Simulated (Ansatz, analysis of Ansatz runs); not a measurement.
# Moving an added hole between O sites in GdTaO4 (P2/c)

Question: does an added hole stay on the O atom where it is started in GdTaO4 (P2/c), and if so, how high is the barrier for a hop to another O site nearby? Model: a cell of 48 host atoms.

Method: plane-wave PAW DFT, PBEsol+U; relaxation of all atoms of a supercell at fixed charge in a uniform background; PAW set soft_1, in Ansatz 0.2.0.

### Step 1. The structure

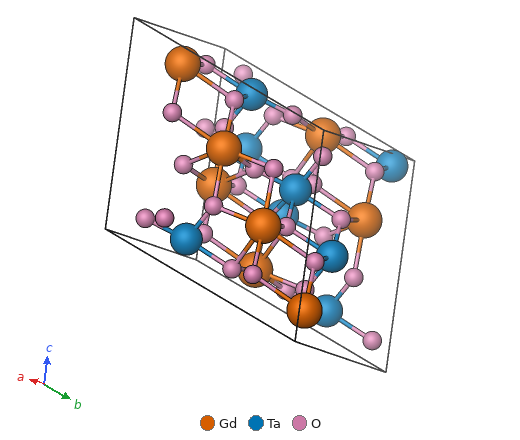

The cell as given, slightly off an axis (gadolinium orange, tantalum blue, oxygen pink). Bonds to atoms that aren't drawn are left out.

The cell holds 48 atoms: 8 Gd, 8 Ta and 32 O. Cell: a = 9.594 Å, b = 8.870 Å, c = 9.594 Å, α = 112.1°, β = 110.2°, γ = 109.4°. It derives from GdTaO4 (space group P2/c). Nearest the centre at fractional (0.612, 0.405, 0.469): O35 at 1.34 Å, O21 at 1.34 Å, Ta16 at 1.54 Å, Gd7 at 2.02 Å, O28 at 2.45 Å, O32 at 2.53 Å, O31 at 2.80 Å, Ta9 at 2.93 Å.

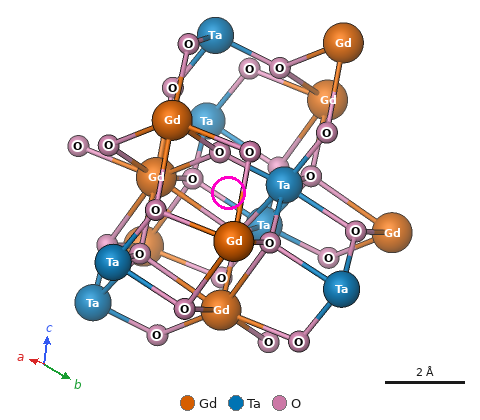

The atoms within 5 Å of the centre. A ring marks the centre wherever it is empty.

Hubbard terms: Gd f 6.0 eV, O p 5.0 eV. They were chosen, not fitted, to curb self-interaction in the shells named, the trial site's among them. The two sites are O21 and O35. The cell's shortest repeat is 8.9 Å. The host's moments were started antiferromagnetic in the unit cell, high spin.

### Step 2. The cell without the carrier

The neutral cell is relaxed first, from small random displacements, so that bond lengths and moments with the carrier can be set beside those of a relaxed cell without it.

neutral.relax/input.yaml reads:

```yaml
crystal:
  lattice:
    - [-5.79537023, 5.49046619, 5.32125646]
    - [4.52894369, -5.49046619, 5.29342299]
    - [5.79537023, 5.49046619, -5.32125646]
  atoms:
    - { symbol: Gd, position: [0.492402, 0.375, 0.117402], spin: 7.0 }
    - { symbol: Gd, position: [0.492402, 0.875, 0.617402], spin: 7.0 }
    - { symbol: Gd, position: [0.992402, 0.375, 0.617402], spin: 7.0 }
    - { symbol: Gd, position: [0.992402, 0.875, 0.117402], spin: 7.0 }
    - { symbol: Gd, position: [0.007598, 0.125, 0.882598], spin: -7.0 }
    - { symbol: Gd, position: [0.007598, 0.625, 0.382598], spin: -7.0 }
    - { symbol: Gd, position: [0.507598, 0.125, 0.382598], spin: -7.0 }
    - { symbol: Gd, position: [0.507598, 0.625, 0.882598], spin: -7.0 }
    - { symbol: Ta, position: [0.279807, 0.375, 0.404807] }
    - { symbol: Ta, position: [0.279807, 0.875, 0.904807] }
    - { symbol: Ta, position: [0.779807, 0.375, 0.904807] }
    - { symbol: Ta, position: [0.779807, 0.875, 0.404807] }
    - { symbol: Ta, position: [0.220193, 0.125, 0.595193] }
    - { symbol: Ta, position: [0.220193, 0.625, 0.095193] }
    - { symbol: Ta, position: [0.720193, 0.125, 0.095193] }
    - { symbol: Ta, position: [0.720193, 0.625, 0.595193] }
    - { symbol: O, position: [0.223766, 0.368988, 0.584088] }
    - { symbol: O, position: [0.223766, 0.868988, 0.084088] }
    - { symbol: O, position: [0.723766, 0.368988, 0.084088] }
    - { symbol: O, position: [0.723766, 0.868988, 0.584088] }
    - { symbol: O, position: [0.4651, 0.381012, 0.354778] }
    - { symbol: O, position: [0.4651, 0.881012, 0.854778] }
    - { symbol: O, position: [0.9651, 0.381012, 0.854778] }
    - { symbol: O, position: [0.9651, 0.881012, 0.354778] }
    - { symbol: O, position: [0.276234, 0.131012, 0.415912] }
    - { symbol: O, position: [0.276234, 0.631012, 0.915912] }
    - { symbol: O, position: [0.776234, 0.131012, 0.915912] }
    - { symbol: O, position: [0.776234, 0.631012, 0.415912] }
    - { symbol: O, position: [0.0349, 0.118988, 0.645222] }
    - { symbol: O, position: [0.0349, 0.618988, 0.145222] }
    - { symbol: O, position: [0.5349, 0.118988, 0.145222] }
    - { symbol: O, position: [0.5349, 0.618988, 0.645222] }
    - { symbol: O, position: [0.259694, 0.429026, 0.083419] }
    - { symbol: O, position: [0.259694, 0.929026, 0.583419] }
    - { symbol: O, position: [0.759694, 0.429026, 0.583419] }
    - { symbol: O, position: [0.759694, 0.929026, 0.083419] }
    - { symbol: O, position: [0.404393, 0.320974, 0.830668] }
    - { symbol: O, position: [0.404393, 0.820974, 0.330668] }
    - { symbol: O, position: [0.904393, 0.320974, 0.330668] }
    - { symbol: O, position: [0.904393, 0.820974, 0.830668] }
    - { symbol: O, position: [0.240306, 0.070974, 0.916581] }
    - { symbol: O, position: [0.240306, 0.570974, 0.416581] }
    - { symbol: O, position: [0.740306, 0.070974, 0.416581] }
    - { symbol: O, position: [0.740306, 0.570974, 0.916581] }
    - { symbol: O, position: [0.095607, 0.179026, 0.169332] }
    - { symbol: O, position: [0.095607, 0.679026, 0.669332] }
    - { symbol: O, position: [0.595607, 0.179026, 0.669332] }
    - { symbol: O, position: [0.595607, 0.679026, 0.169332] }
basis:
  ecutwfc: 420
  xc_grid: 2
hamiltonian:
  xc: pbesol
  hubbard:
    sites: [{ species: Gd, l: f, u_eff: 6.0 }, { species: O, l: p, u_eff: 5.0 }]
    projectors: ortho-atomic
  pseudopotentials: { kind: paw, azcp: { folder: soft_1 }, xc_functional: pbe }
kpoints:
  mp_grid: { grid: [1, 1, 1] }
magnetization:
  spin_polarized: true
  initial_magnetization: 0
  spin_locking: { lock_magnetization: hard }
scf:
  occupations: { method: fermi_dirac, width: 0.01 }
  max_iter: 120
  lower_state_search: "off"
output:
  forces: true
relax:
  f_tol: 0.02
  max_steps: 70
  random_displacement: { amplitude: 0.04, seed: 6234 }
checkpoint:
  write: "../neutral.relax.run"
  compress: false
  write_wavefunctions: true
  write_every: 100000
```

The run is started by

```
ansatz run input.yaml --threads 8 --pin off --max-ram 17899MiB --backend cpu --events-out ev --progress --plain --runs-dir out
```

Numbers of over 12 decimals in the logs are rounded to 6 here.

Output:

```text
[... repeated set-up lines and file paths are left out, and long positions are rounded to six places ...]
Engine: ansatz 0.2.0, aarch64-unknown-linux-gnu
Pseudopotentials: kind: paw
Pseudopotential: Gd, paw, valence charge 18, recommended cutoff 420 eV (normal), soft_1/Gd.paw.azcp
Pseudopotential: Ta, paw, valence charge 13, recommended cutoff 420 eV (normal), soft_1/Ta.paw.azcp
Pseudopotential: O, paw, valence charge 6, recommended cutoff 420 eV (normal), soft_1/O.paw.azcp
Functional definition: PBEsol
  exchange = pbesol_x
  correlation = pbesol_c
Crystal: 48 atoms, lattice volume = 601.503 Å³
Basis set: ecut = 420 eV, 11725 PW (Γ), exchange–correlation on 144×120×144 points (8 copies of the dense FFT grid, shifted against one another)
Bands: 268, of which v1, the nominal top of the filled ones, is band 220 counted from 1 (219 counted from 0)
Symmetry: 1 space group operations
k-points: 1
Non-local potential: Gd, projectors of the file, l = 0: 3, l = 1: 2, l = 2: 2, l = 3: 3
Non-local potential: Ta, projectors of the file, l = 0: 3, l = 1: 2, l = 2: 2, l = 3: 1
Non-local potential: O, projectors of the file, l = 0: 2, l = 1: 2, l = 2: 1
PAW form: soft (Blöchl's): semilocal exchange-correlation on the pseudo side does not see the compensation charge
PAW frozen core: Gd, regenerated for the run's functional, and the local potential with it (the file was generated under x = pbe(κ = 0.804, μ = 0.219515), c = pbe(β = 0.066725))
PAW frozen core: Ta, regenerated for the run's functional, and the local potential with it (the file was generated under x = pbe(κ = 0.804, μ = 0.219515), c = pbe(β = 0.066725))
[...]
[... 3 atoms left out ...]
  atom  25  O      0.00107551     0.00018608    -0.00026977
  [... 2 atoms left out ...]
  atom  28  O      0.00024931     0.00097669     0.00124925
  [... 2 atoms left out ...]
  atom  31  O     -0.00075401    -0.00021708    -0.00087004
  atom  32  O     -0.00052895     0.00120039     0.00039543
  [... 2 atoms left out ...]
  atom  35  O     -0.00188575     0.00001048    -0.00155366
  [... 13 atoms left out ...]
  max |Σ_I F_I| component: 7.93e-5 eV/Å
--- Band table (eV) ---
  k-point 0 ↑: bands = ["-57.3048", "-57.3040", "-57.3024", "-57.3019", [... 260 left out ...] "16.2612", "16.2644", "16.2715", "16.2717"]
  k-point 0 ↓: bands = ["-57.3048", "-57.3040", "-57.3023", "-57.3020", [... 260 left out ...] "16.2612", "16.2644", "16.2715", "16.2717"]
Occupation matrices written to <dir>
--- Relaxed structure (5 steps of the walk, 5 accepted, 0 SCFs on fresh bases) ---
  F+E_penalty+E_count = -170238.77384466 eV   max|allowed force component| = 4.200e-3 eV/Å
  atoms:
    - { symbol: Gd, position: [0.491507, 0.375182, 0.116033] }
    - { symbol: Gd, position: [0.491512, 0.875144, 0.615984] }
[...]
- { symbol: Gd, position: [0.509020, 0.125180, 0.383484] }
    [... 1 atom left out ...]
    - { symbol: Ta, position: [0.280073, 0.375163, 0.404575] }
[...]
- { symbol: Ta, position: [0.720449, 0.625176, 0.594948] }
[...]
- { symbol: O, position: [0.466008, 0.382732, 0.356180] }
[...]
- { symbol: O, position: [0.276443, 0.132742, 0.416607] }
    [... 2 atoms left out ...]
    - { symbol: O, position: [0.776401, 0.632724, 0.416577] }
    [... 2 atoms left out ...]
    - { symbol: O, position: [0.534513, 0.117635, 0.143330] }
    - { symbol: O, position: [0.534511, 0.617625, 0.643337] }
    [... 2 atoms left out ...]
    - { symbol: O, position: [0.759254, 0.429454, 0.584233] }
    [... 13 atoms left out ...]
[key lines of the parts left out:]
SCF converged after 7 iterations
Magnetization: 0.0000 μB (220.0000 up, 220.0000 down)
Free energy (F): -170238.773845 eV
Fermi energy:    11.777990 (↑ 11.777988, ↓ 11.777991) eV
```

Elapsed: 25 s, on 8 threads of Arm Neoverse V2, shared host; peak memory 1.4 GiB; 3 min of CPU time.

The largest displacement from an ideal site is 0.015 Å.

(Part 1 of 3 ends here.)

[Logs are printed without paths, hosts, clocks, repeated set-up lines and the standing remarks that a program may print on its own settings, such as how far it seeks lower states.]

[Hosts, paths, dates, database ids (printed as entryN), source tags and the programs' standing remarks are cut or masked in the printed files.]
